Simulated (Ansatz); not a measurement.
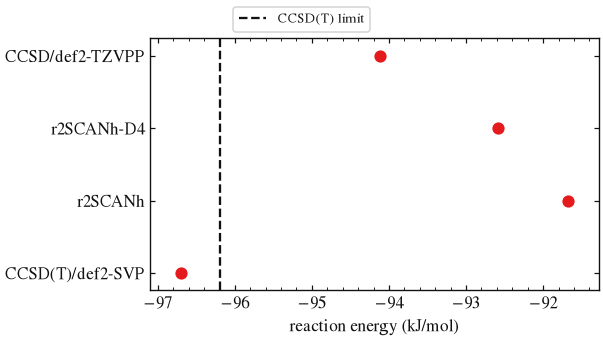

Electronic reaction energy of GaSiH₄Cl ([SiH3][GaH][Cl]) + SiH₄Se ([SiH3][SeH]) → GaSiH₄SeCl ([SiH3][Se][GaH][Cl]) + SiH₄ ([SiH4]) (SMILES in brackets) at several levels (functionals in def2-TZVPP unless a basis is named), isolated molecules at PBE0-D4 triple-zeta geometries, minima by their frequencies, no zero-point or thermal terms, the Ansatz code. The line is frozen-core CCSD(T) at the basis limit (MP2 extrapolated from triple and quadruple zeta, plus CCSD(T) less MP2 in a smaller set). No dispersion term is added to r2SCANh. The distance of CCSD/def2-TZVPP and CCSD(T)/def2-SVP to the limit includes basis error.

What do zero-point energy and temperature add?

Zero-point change 1.6 kJ/mol; at 298.15 K and 1 bar the CCSD(T) limit plus thermal terms gives an enthalpy of reaction of −93.8 and a free energy of −84.2 kJ/mol (harmonic PBE0-D4 modes, ideal gas).

What range do the values span, the line included?

From −96.7 kJ/mol (CCSD(T)/def2-SVP) to −91.7 kJ/mol (r2SCANh).

Caveats: no scalar relativity up to krypton; outer-core shells are correlated without core-valence functions, which makes the correlated values less sure; one conformer of each flexible molecule.
